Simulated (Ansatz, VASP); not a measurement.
# Cross-check of Ag (Silver) between VASP and Ansatz

One calculation is typed for both programs; each brings its own data sets and cutoff. How far apart do they land? The cell comes out of the VASP series on this material, whose earlier steps may have relaxed, scaled or displaced it; both programs get it as it stands.

Calculated with Ansatz 0.2.0; plane waves, with VASP 6.6.1 beside it; relaxation of cell and atoms at PBEsol with D3(BJ).

**1. The starting structure**

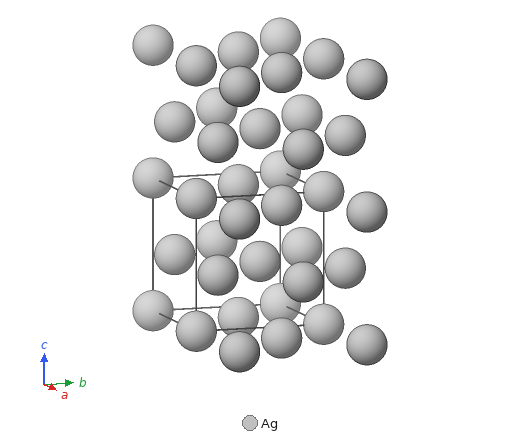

The starting structure, seen slightly off an axis (silver light grey). 2×1×2 cells are drawn. This picture shows the conventional cell, with its axes. Some periodic images of atoms are drawn too.

As a file:

```cif
data_structure
_symmetry_space_group_name_H-M 'P 1'
_symmetry_Int_Tables_number 1
_cell_length_a 2.8234
_cell_length_b 2.8234
_cell_length_c 2.8234
_cell_angle_alpha 60.000
_cell_angle_beta 60.000
_cell_angle_gamma 60.000
_cell_volume 15.92
loop_
_atom_site_label
_atom_site_type_symbol
_atom_site_fract_x
_atom_site_fract_y
_atom_site_fract_z
_atom_site_occupancy
Ag1 Ag 0.00000 0.00000 0.00000 1
```

**2. Ansatz: relaxation of cell and atoms, PBEsol with D3(BJ)**

Ansatz runs on its default PAW (the set named soft_2) files.

The relaxed volume is the usual yardstick between codes: its relative difference is about their pressure difference at one cell divided by the bulk modulus.

input.yaml

```yaml
crystal:
  lattice:
    - [0.0, 1.9964725786, 1.9964725786]
    - [1.9964725786, 0.0, 1.9964725786]
    - [1.9964725786, 1.9964725786, 0.0]
  atoms:
    - { symbol: Ag, position: [0.0, 0.0, 0.0] }
hamiltonian:
  xc: pbesol
  pseudopotentials: { kind: paw }
  dispersion: d3bj
kpoints:
  mp_grid: { grid: [12, 12, 12] }
scf:
  occupations: { method: methfessel_paxton, width: 0.1 }
relax:
  f_tol: 0.01
  max_steps: 60
  cell: { stress_tol: 0.05 }
output:
  forces: true
  stress: true
```

On the command line:

```
$ ansatz run input.yaml --threads 4 --pin off --max-ram 9216MiB --backend cpu --events-out ev --progress --plain --runs-dir out
```

Numbers of over 12 decimals in the logs are rounded to 6 here.

The program printed:

```text
Engine: ansatz 0.2.0, aarch64-unknown-linux-gnu
Pseudopotentials: kind: paw
Pseudopotential: Ag, paw, valence charge 19, recommended cutoff 420 eV (normal), Ag.paw.azcp
Functional definition: PBEsol
  exchange = pbesol_x
  correlation = pbesol_c
Crystal: 1 atoms, lattice volume = 15.915 Å³
Basis set: ecut = 420 eV, 331 PW (Γ), exchange–correlation on 40×40×40 points (8 copies of the dense FFT grid, shifted against one another)
Bands: 14, of which v1, the nominal top of the filled ones, is band 10 counted from 1 (9 counted from 0)
Symmetry: 48 space group operations
Space group: Fm-3m (ITA 225), of the structure as read, at distance tolerance 2.5e-5 Å
k-points: 72 of 1728
Non-local potential: Ag, projectors of the file, l = 0: 3, l = 1: 2, l = 2: 2, l = 3: 1
PAW form: soft (Blöchl's): semilocal exchange-correlation on the pseudo side does not see the compensation charge
PAW frozen core: Ag, regenerated for the run's functional, and the local potential with it (the file was generated under x = pbe(κ = 0.804, μ = 0.219515), c = pbe(β = 0.066725))
PAW one-centre angular grid: Ag, 590 points (default); XC on 64 Gauss nodes
Initial density: superposition of atomic densities (neutral atoms: chi_scale 0, normalization atom), corrected by the library's trained network
Initial wavefunctions: pseudopotential atomic-orbital guess
Functional: x = pbesol(κ = 0.804, μ = 0.123457), c = pbesol(β = 0.046)
SCF iter   1: F=—  HF=-7522.818343 eV  |F-HF|=—  |Δ(HF+E_count)|=         —  Δρ=1.02e-2  dr2=1.52e-2  ethr=1.77e-3  ⟨swp⟩=4.5  Hψ=4990  notcnv=0
preconditioner: auto → none  [metal: Δε(μ)=0.055 eV  Ē_g=16.827 eV  σ=0.100 eV  W_gap=0.43  n_scr=8 (ndim 8)  ℏωp=30.9 eV  f_vac=0.000  D(μ)=0.32/eV (n_scr^D=0)  sad-step TF]
SCF iter   2: F=—  HF=-7522.813786 eV  |F-HF|=—  |Δ(HF+E_count)|=   4.56e-3  S|Δr|=    0.00e0  Δρ=3.05e-3  dr2=1.43e-3  ethr=7.99e-5  ⟨swp⟩=1.4  Hψ=1669  notcnv=0
SCF iter   3: F=—  HF=-7522.813369 eV  |F-HF|=—  |Δ(HF+E_count)|=   4.17e-4  S|Δr|=    0.00e0  Δρ=9.24e-4  dr2=4.64e-5  ethr=7.55e-6  ⟨swp⟩=2.1  Hψ=1321  notcnv=0
SCF iter   4: F=—  HF=-7522.813368 eV  |F-HF|=—  |Δ(HF+E_count)|=   7.58e-7  S|Δr|=    0.00e0  Δρ=1.23e-4  dr2=7.06e-7  ethr=2.44e-7  ⟨swp⟩=2.0  Hψ=1597  notcnv=0
SCF iter   5: F=-7522.813369 eV  HF=-7522.813369 eV  |F-HF|=2.50e-8  |Δ(HF+E_count)|=   4.60e-7  S|Δr|=    0.00e0  Δρ=1.64e-5  dr2=3.44e-8  ethr=5.26e-10  ⟨swp⟩=4.0  Hψ=3206  notcnv=0
SCF 1 converged in 5 iterations: F = -7522.813369 eV  dr2 = 3.44e-8
  greatest PAW one-centre occupation: 1.001 electrons in one spin orbital (limit 2), on the Ag atom at site 0 (counted from 0), in its partial waves of l = 0
relax step   1: F+E_penalty+E_count = -7522.81336862 eV  Δ(F+E_penalty+E_count) = +0.000e0 eV  max|allowed force component| = 0.000e0 eV/Å  Δτ_max = 0.0000 Å  P = +0.122 GPa  Ω = 15.915 Å³  (5 SCF iters, dr2 threshold 1.00e-7 eV, accepted)
[...]
relax step   2: F+E_penalty+E_count = -7522.81336398 eV  Δ(F+E_penalty+E_count) = +4.639e-6 eV  max|allowed force component| = 0.000e0 eV/Å  Δτ_max = 0.0000 Å  P = -0.085 GPa  Ω = 15.940 Å³  energy of the carried Pulay correction = -7.366e-6 eV  (4 SCF iters, dr2 threshold 3.72e-8 eV, accepted)
[...]
relax step   3: F+E_penalty+E_count = -7522.81336967 eV  Δ(F+E_penalty+E_count) = -5.691e-6 eV  max|allowed force component| = 0.000e0 eV/Å  Δτ_max = 0.0000 Å  P = -0.000 GPa  Ω = 15.930 Å³  energy of the carried Pulay correction = -4.329e-6 eV  (3 SCF iters, dr2 threshold 1.83e-8 eV, accepted)
[...]
relax step   4: F+E_penalty+E_count = -7522.81337639 eV  Δ(F+E_penalty+E_count) = -6.718e-6 eV  max|allowed force component| = 0.000e0 eV/Å  Δτ_max = 0.0000 Å  P = -0.001 GPa  Ω = 15.930 Å³  stress off target by 9.17e-4 GPa  SCF on the basis re-selected at this cell (its energy is not comparable with the rows above)  (4 SCF iters)
basis re-selected at this cell: Δ(F+E_penalty+E_count) = -6.718e-6 eV, ΔP = -0.001 GPa vs the last step (what re-selecting the basis moved, of the pressure what is left beyond the Pulay correction that the steps carried, after the strain that the cell walked since its last selection, with what the two solves' SCF thresholds leave and, on support functions, any second-order correction that the steps lacked; it is no measure of the basis error at this ecutwfc). This SCF's stress stands 9.17e-4 GPa from its target on what of the cell is left free (relax.cell.stress_tol is 5.00e-2 GPa) and its largest allowed force component is 0.00e0 eV/Å (relax.f_tol is 1.00e-2 eV/Å): [rest of the remark cut]
SCF converged after 4 iterations
Stability not checked: this state was not tested for a lower state beside it, because cold or Methfessel-Paxton smearing, or corrected tetrahedra, fill the levels in a way that the test cannot read (fill_not_monotonic; see scf.lower_state_search)
Free energy (F): -7522.813376 eV
Harris-Foulkes:  -7522.813376 eV  (|F-HF|=1.82e-12)
Internal energy: -7522.813332 eV  (E = F + TS)
E sigma→0 (E₀):  -7522.813365 eV
Entropy (-TS):   -0.000045 eV (-0.045 meV/atom)
Fermi energy:    18.660899 eV
--- Per-component energies (eV) ---
  E_band       = -210.174368
  E_kinetic    = 528.211423
  E_local      = -2087.058060  (includes V_loc(G=0)·N_el)
  E_nonlocal   = 82.252694
  E_hartree    = 956.189526
  E_xc         = -184.288590
  E_vxc        = -235.185360  (∫ρ·V_xc dr)
  E_paw        = -3834.308607  (= ΣΔE_a)
  E_vpaw       = -410.774381  (= ΣTr[D̂ρ^β])
  E_aug_tail   = 0.000280  (compensation charges beyond the density's cutoff)
  E_ewald      = -2983.550053
  E_disp       = -0.584686  (pairwise vdW)
  E_core_change = 0.322739  (= ΣΔE_core)
  E_smearing   = -0.000045  (= −TS)
  E_closure    = -0.000000  (closes the sum)
  Σ components = -7522.813376   (vs F -7522.813376, Δ=0.00e0)
--- Forces (eV/Å), atoms counted from 1 ---
  atom   1  Ag     0.00000000     0.00000000    -0.00000000
  max |Σ_I F_I| component: 1.03e-32 eV/Å
--- Stress (GPa, compression-positive) ---
       -0.000917      -0.000000      -0.000000
       -0.000000      -0.000917      -0.000000
       -0.000000      -0.000000      -0.000917
  P = ⅓ Tr σ = -0.0009 GPa (-0.009 kbar)
--- Relaxed structure (3 steps of the walk, 3 accepted, 1 SCFs on fresh bases) ---
  F+E_penalty+E_count = -7522.81337639 eV   max|allowed force component| = 0.000e0 eV/Å   (the final SCF, on the basis selected at the relaxed cell)
  cell:  # Å, volume = 15.9296 Å³
    - [0, 1.997064, 1.997064]
    - [1.997064, 0, 1.997064]
    - [1.997064, 1.997064, 0]
  atoms:
    - { symbol: Ag, position: [0.0, 0.0, 0.0] }
```

The job ended after 1.4 s (4 threads of Arm Neoverse V1, shared host; peak memory 0.28 GiB; 3.5 s of CPU time).

**3. VASP: relaxation of cell and atoms, PBEsol with D3(BJ)**

The same cell, functional, mesh and smearing now go to VASP, with its own data sets and cutoff.

Lines of VASP's logs that name or quote its potential files are left out, and so is its time.

INCAR

```
SYSTEM = Ag
PREC = Accurate
ENCUT = 450
EDIFF = 1E-06
NELM = 100
ISMEAR = 1
SIGMA = 0.1
LREAL = .FALSE.
ALGO = Normal
GGA = PS
IVDW = 12
NBANDS = 11
LORBIT = 11
LWAVE = .FALSE.
LCHARG = .FALSE.
KPAR = 2
IBRION = 2
NSW = 50
ISIF = 3
EDIFFG = -0.01
```

POSCAR

```
Ag
1.0
    0.0000000000      1.9964725786      1.9964725786
    1.9964725786      0.0000000000      1.9964725786
    1.9964725786      1.9964725786      0.0000000000
Ag
1
Direct
    0.0000000000      0.0000000000      0.0000000000
```

KPOINTS

```
Automatic mesh
0
Gamma
12 12 12
0 0 0
```

Potentials, in the order of the species: Ag (PBE family, release 64).

On the command line:

```
$ mpirun -np 2 vasp_std
```

The program printed:

```text
[banner, memory and clock lines left out]
running    2 mpi-ranks, on    1 nodes
 distrk:  each k-point on    1 cores,    2 groups
 distr:  one band on    1 cores,    1 groups

 POSCAR found type information on POSCAR Ag
 POSCAR found :  1 types and       1 ions
|                                                                             |
|               ----> ADVICE to this user running VASP <----                  |
|                                                                             |
|     You enforced a specific xc type in the INCAR file but a different       |
|     [... a line on the potential file left out ...]
|     I HOPE YOU KNOW WHAT YOU ARE DOING!                                     |
|                                                                             |

 LDA part: xc-table for (Slater+PW92), standard interpolation
 POSCAR, INCAR and KPOINTS ok, starting setup
 FFT: planning ... GRIDC
 FFT: planning ... GRID_SOFT
 FFT: planning ... GRID
 WAVECAR not read
 entering main loop
       N       E                     dE             d eps       ncg     rms          rms(c)
DAV:   1     0.454804337525E+02    0.45480E+02   -0.51171E+03  1608   0.807E+02
DAV:   2    -0.305609950721E+01   -0.48537E+02   -0.46363E+02  1773   0.191E+02
DAV:   3    -0.366369773540E+01   -0.60760E+00   -0.60746E+00  1802   0.228E+01
DAV:   4    -0.366530340808E+01   -0.16057E-02   -0.16056E-02  1731   0.126E+00
DAV:   5    -0.366531499135E+01   -0.11583E-04   -0.11583E-04  1791   0.965E-02    0.666E+00
DAV:   6    -0.330865413747E+01    0.35666E+00   -0.14272E+00  1704   0.114E+01    0.390E+00
DAV:   7    -0.329497070196E+01    0.13683E-01   -0.17435E-02  1785   0.125E+00    0.215E+00
DAV:   8    -0.329022369830E+01    0.47470E-02   -0.83986E-04  1728   0.243E-01    0.129E-01
DAV:   9    -0.329023002352E+01   -0.63252E-05   -0.77947E-06  1752   0.248E-02    0.118E-02
DAV:  10    -0.329023355141E+01   -0.35279E-05   -0.20320E-06  1769   0.123E-02    0.875E-03
DAV:  11    -0.329023328379E+01    0.26762E-06   -0.52987E-08   909   0.197E-03
   1 F= -.38752861E+01 E0= -.38752779E+01  d E =-.387529E+01
 curvature:   0.00 expect dE= 0.000E+00 dE for cont linesearch  0.000E+00
 trial: gam= 0.00000 g(F)=  0.000E+00 g(S)=  0.518E-05 ort = 0.000E+00 (trialstep = 0.100E+01)
 search vector abs. value=  0.518E-05
 reached required accuracy - stopping structural energy minimisation
```

Parts of OUTCAR (step 3):

```text
ion  position               nearest neighbor table
   1  0.000  0.000  0.000-

  LATTYP: Found a face centered cubic cell.
 ALAT       =     3.9929451572

 Subroutine GETGRP returns: Found 48 space group operations
 (whereof 48 operations were pure point group operations)

The static configuration has the point symmetry O_h .

 Found     72 irreducible k-points:

   k-points           NKPTS =     72   k-points in BZ     NKDIM =     72   number of bands    NBANDS=     11

   dimension x,y,z NGX =    20 NGY =   20 NGZ =   20
   dimension x,y,z NGXF=    40 NGYF=   40 NGZF=   40

   ENCUT  =  450.0 eV  33.07 Ry    5.75 a.u.   4.88  4.88  4.88*2*pi/ulx,y,z

   NELECT =      11.0000    total number of electrons

 k-points in reciprocal lattice and weights: Automatic mesh
   0.00000000  0.00000000  0.00000000       0.001
   0.08333333  0.00000000  0.00000000       0.005
   0.16666667  0.00000000  0.00000000       0.005
   0.25000000  0.00000000  0.00000000       0.005
   0.33333333  0.00000000  0.00000000       0.005
   0.41666667  0.00000000  0.00000000       0.005
   0.50000000  0.00000000  0.00000000       0.002
   0.08333333  0.08333333  0.00000000       0.003
   0.16666667  0.08333333  0.00000000       0.014
[...]
-0.33333333  0.50000000  0.16666667       0.007
  -0.25000000  0.50000000  0.25000000       0.003

 average (electrostatic) potential at core
       1 -69.9260

 E-fermi :   9.1125

 k-point     1 :       0.0000    0.0000    0.0000
  band No.  band energies     occupation
    ...
      2       4.1894      2.00000
      3       4.1894      2.00000
      4       4.1894      2.00000
      5       5.3725      2.00000
      6       5.3725      2.00000
      7      25.3425      0.00000
      8      29.3261      0.00000
      9      29.3261      0.00000
     10      29.3261      0.00000
     11      34.3282      0.00000

 k-point     2 :       0.0833    0.0000    0.0000
  band No.  band energies     occupation
    ...
      2       4.1332      2.00000
      3       4.2549      2.00000
      4       4.2549      2.00000
      5       5.3475      2.00000
      6       5.3475      2.00000
      7      25.4082      0.00000
      8      27.7176      0.00000
      9      29.4662      0.00000
     10      29.4662      0.00000
     11      34.2729      0.00000

 k-point     3 :       0.1667    0.0000    0.0000
  band No.  band energies     occupation
    ...
      2       4.0585      2.00000
      3       4.3870      2.00000
      4       4.3870      2.00000
      5       5.3379      2.00000
      6       5.3379      2.00000
      7      24.0185      0.00000
      8      26.3614      0.00000
      9      29.7550      0.00000
     10      29.7550      0.00000
     11      32.9072      0.00000

 Edisp (eV)   -0.58505

  Total      -0.00598    -0.00598    -0.00598     0.00000     0.00000    -0.00000
  in kB      -0.60228    -0.60228    -0.60228     0.00000     0.00000    -0.00000
  external pressure =       -0.60 kB  Pullay stress =        0.00 kB

  energy-cutoff  :      450.00
  volume of cell :       15.92
      direct lattice vectors                 reciprocal lattice vectors
     0.000000000  1.996472579  1.996472579    -0.250441707  0.250441707  0.250441707
     1.996472579  0.000000000  1.996472579     0.250441707 -0.250441707  0.250441707
     1.996472579  1.996472579  0.000000000     0.250441707  0.250441707 -0.250441707

 POSITION                                       TOTAL-FORCE (eV/Angst)
 -----------------------------------------------------------------------------------
      0.00000      0.00000      0.00000         0.000000      0.000000      0.000000
 -----------------------------------------------------------------------------------
    total drift:                                0.000000      0.000000      0.000000

  FREE ENERGIE OF THE ION-ELECTRON SYSTEM (eV)
  ---------------------------------------------------
  free  energy   TOTEN  =        -3.8752860885 eV

  energy  without entropy=       -3.8752615859  energy(sigma->0) =       -3.87527792

 reached required accuracy - stopping structural energy minimisation

 total charge
# of ion       s       p       d       tot
------------------------------------------
    1        0.439   0.351   9.151   9.941

[... 3 further parts left out ...]
```

CONTCAR:

```
Ag
   1.00000000000000
     0.0000000000000000    1.9964725785999999    1.9964725785999999
     1.9964725785999999    0.0000000000000000    1.9964725785999999
     1.9964725785999999    1.9964725785999999    0.0000000000000000
  Ag
     1
Direct
     0.0000000000000000    0.0000000000000000    0.0000000000000000
```

**4. Comparison**

Known differences besides the PAW data sets themselves: both relaxations stop at a tolerance, which leaves soft axes loose, and VASP keeps its plane-wave basis; the data sets hold 19 valence electrons in Ansatz (default PAW (the set named soft_2) files) and 11 in VASP; the cutoff is 420 eV in Ansatz and 450 eV in VASP; Ansatz makes its cores anew for this functional, VASP keeps those of its PBE data sets; VASP leaves aspherical gradient terms in its spheres out (LASPH is not set), Ansatz keeps them; Ansatz adds a Pulay correction to the stress that steers its cell, VASP none. Total energies have different zeros and are not compared.

The two programs side by side:

```
                                         quantity  Ansatz   VASP  difference
                                      volume (Å³)   15.93  15.92     +0.09 %
edge a after relaxation, in the typed setting (Å)   2.824  2.823     +0.03 %
```

The walks stopped with 0.00 GPa left in Ansatz and -0.06 GPa in VASP; each walk ends within a tolerance, so the volume difference is uncertain by about these residues over the bulk modulus, most in soft cells.

**5. What came out**

```
difference in volume (relaxation of cell and atoms, PBEsol with D3(BJ)) : 0.089 %
```

**Reading.** The difference in volume is 0.089 % (relaxation of cell and atoms, PBEsol with D3(BJ)), within the 1.2 % picked in this series as the mark of a large difference, as far as the stopping tolerances let one tell. How closely two codes agree says nothing of how well the functional describes the real material.

[Lines on the potential files, build, host, timing and source positions are cut from VASP's logs without a mark.]

[Logs are printed without paths, hosts, clocks, repeated set-up lines and the standing remarks that a program may print on its own settings, such as how far it seeks lower states.]

[Hosts, paths, dates, database ids (printed as entryN), source tags and the programs' standing remarks are cut or masked in the printed files.]
